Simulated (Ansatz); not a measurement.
What Si → Ge does to Ni2Si

The reference is Ni2Si (space group Pnma, No. 62; a = 4.938 Å, b = 3.696 Å, c = 7.008 Å; non-magnetic).

The change: Ge takes the place of Si on all its sites, then cell and atoms are relaxed.

Method: r2SCAN (Ansatz, a program for electronic structure; PAW; 500 eV plane waves; no SOC). k-mesh 8×10×5 (Γ-centred); smearing 0.05 eV (Fermi–Dirac), for the changed cell.

| quantity | base | changed | shift |
|---|---|---|---|
| volume per atom | 10.66 Å³ | 11.56 Å³ | +0.90 Å³ |
| density | 7.56 g/cm³ | 9.10 g/cm³ | +1.54 g/cm³ |
| space group | Pnma (No. 62) | Pnma (No. 62) | – |
| shortest interatomic distance | 2.290 Å | 2.345 Å | +0.055 Å |
| band gap | zero | zero | – |

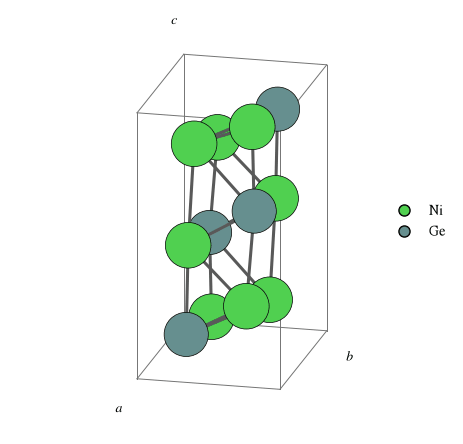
Figure. The relaxed conventional cell after the change

Stability against distortions was not tested. For Ni2Ge in this form, whether it has been made was not checked. Seeded moments were not kept for Si → Ge and the base. The final runs are not spin-polarised.
